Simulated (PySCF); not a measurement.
```json
{"atom": "Ge", "x (Å)": "0.0000", "y (Å)": "0.0000", "z (Å)": "-1.9839"}
{"atom": "Pb", "x (Å)": "0.0000", "y (Å)": "0.0000", "z (Å)": "0.7051"}
```

Core potentials replace the inner electrons of Pb.

These are results of PySCF 2.14.0, PBE0/def2-SVP, non-relativistic Hamiltonian with scalar-relativistic core potentials where named, at a bond length of 2.689 Å, not measurements.

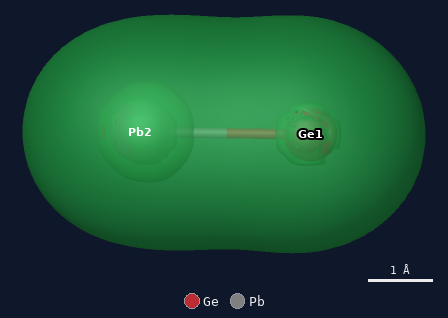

GePb (charge +1, quartet). Isosurfaces of the spin density at +0.015 (green) and −0.015 e/Å³ (red), seen from one side.

Q: Which atoms carry the spin?

A: The unpaired spin (3 electrons) lies mostly on Ge1 (about 1.7) and Pb2 (about 1.3), in electrons by Hirshfeld's partition.
